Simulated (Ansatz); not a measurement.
```xyz
11

C    -0.7931    1.1689    0.0509
C    -0.5556   -0.3082    0.2519
F    -1.4478   -1.0270   -0.5565
Si    1.2063   -0.8818   -0.1771
H    -0.5783    1.4670   -0.9777
H    -1.8320    1.4238    0.2745
H    -0.1483    1.7478    0.7174
H    -0.7869   -0.5838    1.2884
H     2.1660   -0.1936    0.7287
H     1.5124   -0.5197   -1.5852
H     1.3227   -2.3504    0.0054
```

Geometry: PBE0-D4/def2-TZVP.

These are results of RKS PBE0-D4/def2-TZVPP in Ansatz 0.2.0, not measurements.

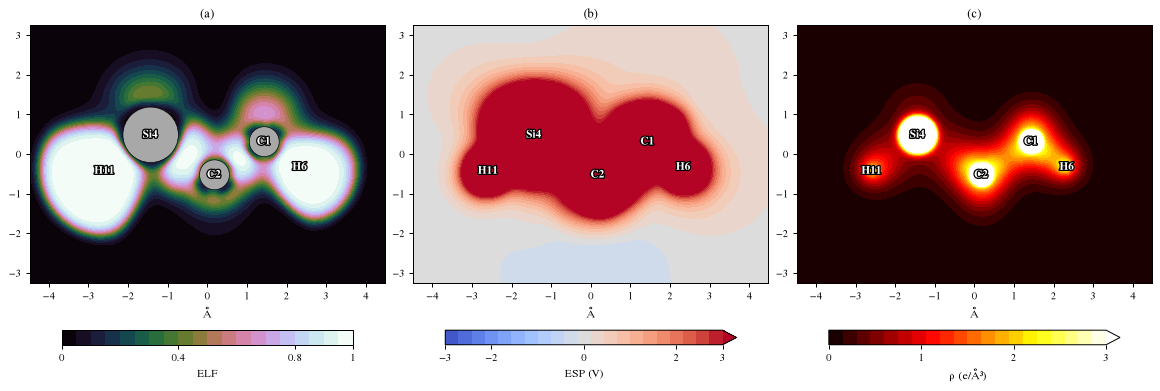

C2H7FSi (SMILES CC(F)[SiH3]). (a) electron localisation function; (b) electrostatic potential; (c) total electron density on the plane of atoms C2, C1 and H6. Grey discs cover the atomic cores in the ELF map.

Q: Describe what can be read from this map.

A: The plane passes through C, Si and H nuclei. C–C (1.51 Å): ρ is about 1.7 e/Å³ halfway; the ELF peaks at about 0.95 between the atoms; a shared electron pair. C–Si (1.90 Å): the density is about 0.97 e/Å³ at the midpoint; the ELF peaks at about 1 between the atoms (localised, covalent bonding). C–H (1.09 Å): the density is about 2 e/Å³ at the midpoint; the ELF climbs to about 1 towards the hydrogen, as it does in any bond to H; a covalent bond by its length. Si–H (1.48 Å): ρ at the midpoint is about 0.81 e/Å³; the ELF climbs to about 1 towards the hydrogen. Outside the dense part of the molecule the potential is most negative (−0.4 V) near F3, which lies off the plane.
